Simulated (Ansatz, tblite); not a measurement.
# Ge19H28 ring sphere (Ge18BH28): charged states by level of theory

What does removing or adding an electron cost or gain for Ge19H28 ring sphere (Ge18BH28)? Each charged state is run at several levels.

Computed with Ansatz 0.2.0, Gaussian basis. Level: as each input shows.

Plan: charge +1 singlet, at the geometry of the doublet (PBE0-D4/def2-TZVP, PBE-D4/def2-TZVP, HF/def2-TZVP); charge -1 singlet, at the geometry of the doublet (PBE0-D4/def2-TZVP, PBE-D4/def2-TZVP, HF/def2-TZVP); the starting doublet's energies come from earlier runs.

1 further run of the same task is left out (set aside as unsound or not needed).

## Step 1: The relaxed structure

The geometry is that of the doublet, from an earlier relaxation (r2SCAN-D4/def2-SVP).

47 atoms, charge 0, spin multiplicity 2.

Atoms are counted from 1 here; the program's logs count them from 0.

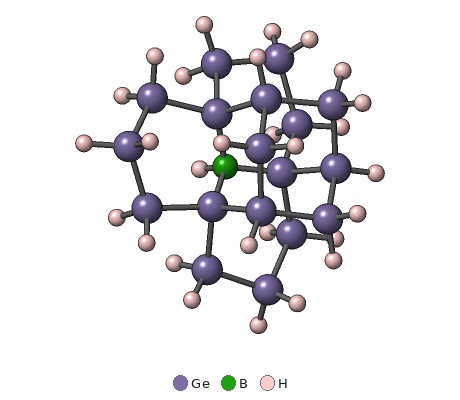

The geometry (germanium purple, boron green, hydrogen pink).

## Step 2: Charge +1 singlet at the fixed geometry, PBE0-D4/def2-TZVP

in.yaml reads:

```yaml
crystal:
  periodic: [false, false, false]
  atoms:
    - {symbol: Ge, position_ang: [-3.528194, -0.628151, -2.008919]}
    - {symbol: Ge, position_ang: [-3.519897, 2.025194, 0.619985]}
    - {symbol: Ge, position_ang: [-0.901242, -3.461509, -1.528769]}
    - {symbol: B, position_ang: [-0.827001, -0.629400, 0.628353]}
    - {symbol: Ge, position_ang: [2.000363, -3.436902, 0.759101]}
    - {symbol: Ge, position_ang: [2.021086, -0.669310, -2.042834]}
    - {symbol: Ge, position_ang: [1.994465, -0.761548, 3.439375]}
    - {symbol: Ge, position_ang: [-0.716737, 2.081483, -2.090112]}
    - {symbol: Ge, position_ang: [2.013243, 2.046319, 0.672403]}
    - {symbol: Ge, position_ang: [-0.909161, 1.525819, 3.460461]}
    - {symbol: Ge, position_ang: [-2.432549, -2.478113, -3.121950]}
    - {symbol: Ge, position_ang: [-1.950627, 0.600124, -0.600480]}
    - {symbol: Ge, position_ang: [-2.423883, 3.132350, 2.473577]}
    - {symbol: Ge, position_ang: [0.725056, 0.754471, -3.526629]}
    - {symbol: Ge, position_ang: [0.600163, -1.819739, -0.428151]}
    - {symbol: Ge, position_ang: [0.595946, 0.427737, 1.822265]}
    - {symbol: Ge, position_ang: [3.439203, -2.411612, 2.414733]}
    - {symbol: Ge, position_ang: [3.500997, 0.806230, -0.798696]}
    - {symbol: Ge, position_ang: [0.721597, 3.522523, -0.763740]}
    - {symbol: H, position_ang: [-4.192974, 0.320589, -3.027127]}
    - {symbol: H, position_ang: [-4.644184, -1.224678, -1.126274]}
    - {symbol: H, position_ang: [-4.646481, 1.153101, 1.212271]}
    - {symbol: H, position_ang: [-4.170126, 3.046632, -0.335173]}
    - {symbol: H, position_ang: [-1.680950, -4.154941, -0.394150]}
    - {symbol: H, position_ang: [0.043316, -4.507261, -2.164398]}
    - {symbol: H, position_ang: [-1.506692, -1.345044, 1.339496]}
    - {symbol: H, position_ang: [1.069334, -4.439219, 1.474348]}
    - {symbol: H, position_ang: [2.800979, -4.221823, -0.300734]}
    - {symbol: H, position_ang: [2.827840, -1.735194, -2.818595]}
    - {symbol: H, position_ang: [1.059484, -1.482936, 4.433212]}
    - {symbol: H, position_ang: [2.789835, 0.295642, 4.232855]}
    - {symbol: H, position_ang: [-1.690320, 2.928001, -2.940507]}
    - {symbol: H, position_ang: [2.815246, 2.828205, 1.737304]}
    - {symbol: H, position_ang: [-1.700516, 0.391852, 4.142080]}
    - {symbol: H, position_ang: [0.030353, 2.150986, 4.517363]}
    - {symbol: H, position_ang: [-3.449254, -3.557871, -3.549564]}
    - {symbol: H, position_ang: [-1.649382, -2.028351, -4.365893]}
    - {symbol: H, position_ang: [-3.442405, 3.565684, 3.549251]}
    - {symbol: H, position_ang: [-1.631080, 4.371401, 2.027035]}
    - {symbol: H, position_ang: [-0.099874, -0.085416, -4.519943]}
    - {symbol: H, position_ang: [1.682790, 1.649131, -4.341105]}
    - {symbol: H, position_ang: [4.644544, -1.735227, 1.741385]}
    - {symbol: H, position_ang: [3.967068, -3.436388, 3.438490]}
    - {symbol: H, position_ang: [4.550294, 0.011424, 0.000239]}
    - {symbol: H, position_ang: [4.243563, 1.763258, -1.753589]}
    - {symbol: H, position_ang: [-0.106875, 4.518765, 0.068723]}
    - {symbol: H, position_ang: [1.683639, 4.333702, -1.656964]}
basis:
  gaussian: {orbitals: def2-TZVP, fitting: {mean_field: def2-universal-jkfit}}
total_charge: 1
hamiltonian: {xc: pbe0, dispersion: d4}
scf: {omitted_lower_state_checks: [starts]}
output: {orbitals: {seedname: orbitals}}
```

On the command line:

```
$ ansatz run in.yaml --threads 11 --pin off --events-out ev --progress --plain --max-ram 120832MiB --backend cuda --devices 0, --max-vram 75GiB
```

Log:

```text
Functional definition: PBE0
  name "PBE0"
  cite "Adamo & Barone, J. Chem. Phys. 110, 6158 (1999) doi:10.1063/1.478522"
  cite "Perdew, Burke & Ernzerhof, Phys. Rev. Lett. 77, 3865 (1996) doi:10.1103/PhysRevLett.77.3865"
  parent pbe
  parameter a = 0.25
  parameter kappa = 0.804
  parameter beta = 0.06672455060314922
  exchange = (1 - a)*pbe_x(kappa = kappa, mu = beta*pi^2/3) + a*exact_x
  correlation = pbe_c(beta = beta)
these checks for a lower state are left out or cut short: starts
5367 factors; integrals over basis functions are off by at most 5.9e-1 eV
mean field evaluation 1: about -1018325.7242 eV, gradient 7.2e1 eV
mean field evaluation 2: about -1018294.1954 eV, gradient 1.1e2 eV
mean field evaluation 4: about -1018333.6408 eV, gradient 9.3e0 eV
mean field evaluation 8: about -1018333.9364 eV, gradient 1.6e0 eV
mean field evaluation 16: about -1018333.9105 eV, gradient 3.4e-2 eV
mean field -1018333.91051402 eV, -37423.0809598744 hartree, gradient 7.1e-5 eV, S^2 0.000000; 0 other end points of the search recorded, 0 dependent functions left out
reference -1018333.91059334 eV, -37423.0809627894 hartree; 304, 304 occupied and 759, 759 virtual orbitals, 5367 factors
Total energy: -1018336.66395932 eV, -37423.1821471227 hartree
Checks for a lower state left out: starts
```

Wall time 10 s (1 × H100 with 11 threads of AMD EPYC 7R13, shared host).

From the report: HOMO -9.66 eV, LUMO -8.18 eV.

## Step 3: Charge +1 singlet at the fixed geometry, PBE-D4/def2-TZVP

start.molden holds the orbitals of an earlier run on this state, given as this run's starting guess.

in.yaml: that of step 2 with these lines changed.

```diff
@@ -51,5 +51,5 @@
 basis:
-  gaussian: {orbitals: def2-TZVP, fitting: {mean_field: def2-universal-jkfit}}
+  gaussian: {orbitals: def2-TZVP, fitting: {mean_field: def2-universal-jkfit}, initial_orbitals: start.molden}
 total_charge: 1
-hamiltonian: {xc: pbe0, dispersion: d4}
+hamiltonian: {xc: pbe, dispersion: d4}
 scf: {omitted_lower_state_checks: [starts]}
```

The command is unchanged.

Log:

```text
Functional definition: PBE
  name "PBE"
  cite "Perdew, Burke & Ernzerhof, Phys. Rev. Lett. 77, 3865 (1996) doi:10.1103/PhysRevLett.77.3865"
  parent pbe
  parameter kappa = 0.804
  parameter beta = 0.06672455060314922
  exchange = pbe_x(kappa = kappa, mu = beta*pi^2/3)
  correlation = pbe_c(beta = beta)
these checks for a lower state are left out or cut short: starts
5367 factors; integrals over basis functions are off by at most 5.9e-1 eV
mean field evaluation 1: about -1018305.6485 eV, gradient 3.4e1 eV
mean field evaluation 2: about -1018306.6283 eV, gradient 1.2e0 eV
mean field evaluation 4: about -1018306.5965 eV, gradient 1.2e-1 eV
mean field evaluation 8: about -1018306.5966 eV, gradient 2.3e-5 eV
mean field -1018306.59655200 eV, -37422.0771902843 hartree, gradient 2.3e-5 eV, S^2 0.000000; 0 other end points of the search recorded, 0 dependent functions left out
reference -1018306.59665886 eV, -37422.0771942111 hartree; 304, 304 occupied and 759, 759 virtual orbitals, 5367 factors
Total energy: -1018309.61466869 eV, -37422.1881040267 hartree
Checks for a lower state left out: starts
```

Wall time 5.5 s (1 × H100 with 11 threads of AMD EPYC 7R13, shared host).

Report: HOMO -8.81 eV, LUMO -8.38 eV.

## Step 4: Charge +1 singlet at the fixed geometry, HF/def2-TZVP

in.yaml: that of step 3 with these lines changed.

```diff
@@ -53,3 +53,3 @@
 total_charge: 1
-hamiltonian: {xc: pbe, dispersion: d4}
+hamiltonian: {xc: hf}
 scf: {omitted_lower_state_checks: [starts]}
```

The command is unchanged.

Log:

```text
Functional definition: HF
  name "HF"
  cite "Fock, Z. Phys. 61, 126 (1930) doi:10.1007/BF01340294"
  parent pbe
  exchange = exact_x
  correlation = 0
these checks for a lower state are left out or cut short: starts
5367 factors; integrals over basis functions are off by at most 5.9e-1 eV
mean field evaluation 1: about -1017631.8962 eV, gradient 9.7e1 eV
mean field evaluation 2: about -1017638.7432 eV, gradient 7.6e0 eV
mean field evaluation 4: about -1017639.2524 eV, gradient 1.2e-2 eV
mean field -1017639.25235922 eV, -37397.5527435417 hartree, gradient 2.8e-5 eV, S^2 0.000000; 0 other end points of the search recorded, 0 dependent functions left out
reference -1017639.25235922 eV, -37397.5527435417 hartree; 304, 304 occupied and 759, 759 virtual orbitals, 5367 factors
Total energy: -1017639.25235922 eV, -37397.5527435417 hartree
Checks for a lower state left out: starts
```

Wall time 10 s (1 × H100 with 11 threads of AMD EPYC 7R13, shared host).

From the report: HOMO -11.46 eV, LUMO -5.93 eV.

## Step 5: Vertical ionisation energy

Charged state less starting state, doublet to singlet; the starting state's energies are those of its earlier runs.

| level | vertical ionisation energy (eV) | time |
| --- | --- | --- |
| HF/def2-TZVP | +7.35 | 28 s |
| PBE-D4/def2-TZVP | +6.97 | 14 s |
| PBE0-D4/def2-TZVP | +7.33 | 34 s |

Times add the two runs; a level without a time comes out of a correlated run.

Beside −ε(HOMO) of the starting state (over both spins):

```
            level  −ε(HOMO) (eV)  by difference (eV)  mismatch (eV)
 PBE-D4/def2-TZVP           5.42                6.97          -1.55
PBE0-D4/def2-TZVP           6.33                7.33          -1.00
```

## Step 6: Charge -1 singlet at the fixed geometry, PBE0-D4/def2-TZVP

in.yaml: that of step 4 with these lines changed.

```diff
@@ -51,5 +51,5 @@
 basis:
-  gaussian: {orbitals: def2-TZVP, fitting: {mean_field: def2-universal-jkfit}, initial_orbitals: start.molden}
-total_charge: 1
-hamiltonian: {xc: hf}
+  gaussian: {orbitals: def2-TZVP, fitting: {mean_field: def2-universal-jkfit}}
+total_charge: -1
+hamiltonian: {xc: pbe0, dispersion: d4}
 scf: {omitted_lower_state_checks: [starts]}
```

Launched as before.

Log, shortened:

```text
Functional definition: PBE0
  name "PBE0"
  cite "Adamo & Barone, J. Chem. Phys. 110, 6158 (1999) doi:10.1063/1.478522"
  cite "Perdew, Burke & Ernzerhof, Phys. Rev. Lett. 77, 3865 (1996) doi:10.1103/PhysRevLett.77.3865"
  parent pbe
[...]
5367 factors; integrals over basis functions are off by at most 5.9e-1 eV
[...]
mean field -1018344.87027023 eV, -37423.4837234862 hartree, gradient 4.4e-5 eV, S^2 0.000000; 0 other end points of the search recorded, 0 dependent functions left out
reference -1018344.87034610 eV, -37423.4837262746 hartree; 305, 305 occupied and 758, 758 virtual orbitals, 5367 factors
Total energy: -1018347.74524849 eV, -37423.5893769887 hartree
Checks for a lower state left out: starts
```

It took 8 s on 1 × H100 with 11 threads of AMD EPYC 7R13, shared host.

HOMO -2.74 eV, LUMO 1.67 eV.

## Step 7: Charge -1 singlet at the fixed geometry, PBE-D4/def2-TZVP

in.yaml: that of step 6 with these lines changed.

```diff
@@ -51,5 +51,5 @@
 basis:
-  gaussian: {orbitals: def2-TZVP, fitting: {mean_field: def2-universal-jkfit}}
+  gaussian: {orbitals: def2-TZVP, fitting: {mean_field: def2-universal-jkfit}, initial_orbitals: start.molden}
 total_charge: -1
-hamiltonian: {xc: pbe0, dispersion: d4}
+hamiltonian: {xc: pbe, dispersion: d4}
 scf: {omitted_lower_state_checks: [starts]}
```

Same command.

Log:

```text
Functional definition: PBE
  name "PBE"
  cite "Perdew, Burke & Ernzerhof, Phys. Rev. Lett. 77, 3865 (1996) doi:10.1103/PhysRevLett.77.3865"
  parent pbe
  parameter kappa = 0.804
  parameter beta = 0.06672455060314922
  exchange = pbe_x(kappa = kappa, mu = beta*pi^2/3)
  correlation = pbe_c(beta = beta)
these checks for a lower state are left out or cut short: starts
5367 factors; integrals over basis functions are off by at most 5.9e-1 eV
mean field evaluation 1: about -1018316.1075 eV, gradient 3.4e1 eV
mean field evaluation 2: about -1018317.0744 eV, gradient 1.1e0 eV
mean field evaluation 4: about -1018317.0357 eV, gradient 1.1e-1 eV
mean field evaluation 8: about -1018317.0357 eV, gradient 1.9e-5 eV
mean field -1018317.03569441 eV, -37422.4608216918 hartree, gradient 1.9e-5 eV, S^2 0.000000; 0 other end points of the search recorded, 0 dependent functions left out
reference -1018317.03579171 eV, -37422.4608252677 hartree; 305, 305 occupied and 758, 758 virtual orbitals, 5367 factors
Total energy: -1018320.18802165 eV, -37422.5766675812 hartree
Checks for a lower state left out: starts
```

Run time: 5.5 s. Hardware: 1 × H100 with 11 threads of AMD EPYC 7R13, shared host.

Report: HOMO -1.97 eV, LUMO 1.00 eV.

## Step 8: Charge -1 singlet at the fixed geometry, HF/def2-TZVP

in.yaml: that of step 7 with these lines changed.

```diff
@@ -53,3 +53,3 @@
 total_charge: -1
-hamiltonian: {xc: pbe, dispersion: d4}
+hamiltonian: {xc: hf}
 scf: {omitted_lower_state_checks: [starts]}
```

Launched as before.

Log:

```text
Functional definition: HF
  name "HF"
  cite "Fock, Z. Phys. 61, 126 (1930) doi:10.1007/BF01340294"
  parent pbe
  exchange = exact_x
  correlation = 0
these checks for a lower state are left out or cut short: starts
5367 factors; integrals over basis functions are off by at most 5.9e-1 eV
mean field evaluation 1: about -1017642.5571 eV, gradient 9.7e1 eV
mean field evaluation 2: about -1017649.2930 eV, gradient 7.8e0 eV
mean field evaluation 4: about -1017649.6160 eV, gradient 3.6e-4 eV
mean field -1017649.61599218 eV, -37397.9336000283 hartree, gradient 1.9e-5 eV, S^2 0.000000; 0 other end points of the search recorded, 0 dependent functions left out
reference -1017649.61599218 eV, -37397.9336000283 hartree; 305, 305 occupied and 758, 758 virtual orbitals, 5367 factors
Total energy: -1017649.61599218 eV, -37397.9336000283 hartree
Checks for a lower state left out: starts
```

Run time: 8 s. Hardware: 1 × H100 with 11 threads of AMD EPYC 7R13, shared host.

Report: HOMO -4.41 eV, LUMO 4.60 eV.

## Step 9: Vertical electron affinity

Starting state less charged state (positive: the electron is bound), doublet to singlet; the starting state's energies are those of its earlier runs.

| level | vertical electron affinity (eV) | time |
| --- | --- | --- |
| HF/def2-TZVP | +3.01 | 26 s |
| PBE-D4/def2-TZVP | +3.60 | 14 s |
| PBE0-D4/def2-TZVP | +3.75 | 32 s |

Times add the two runs; a level without a time comes out of a correlated run.

Beside −ε(LUMO) of the starting state (over both spins):

```csv
level,−ε(LUMO) (eV),by difference (eV),mismatch (eV)
PBE-D4/def2-TZVP,5.08,3.60,+1.48
PBE0-D4/def2-TZVP,4.63,3.75,+0.88
```

## Step 10: Summary of results

```
                                            quantity                               value
vertical ionisation energy, functionals in def2-TZVP  6.97 (PBE-D4) to 7.33 eV (PBE0-D4)
vertical electron affinity, functionals in def2-TZVP  3.60 (PBE-D4) to 3.75 eV (PBE0-D4)
```

**Reading.** The vertical ionisation energy spans 6.97 to 7.33 eV over the functionals. −ε(HOMO) misses the level's own difference by -1.00 eV at best (PBE0-D4) and -1.55 eV at worst (PBE-D4). The vertical electron affinity spans 3.60 to 3.75 eV over the functionals. −ε(LUMO) misses the level's own difference by +0.88 eV at best (PBE0-D4) and +1.48 eV at worst (PBE-D4). The charged states' spins were chosen beforehand and needn't be their lowest.
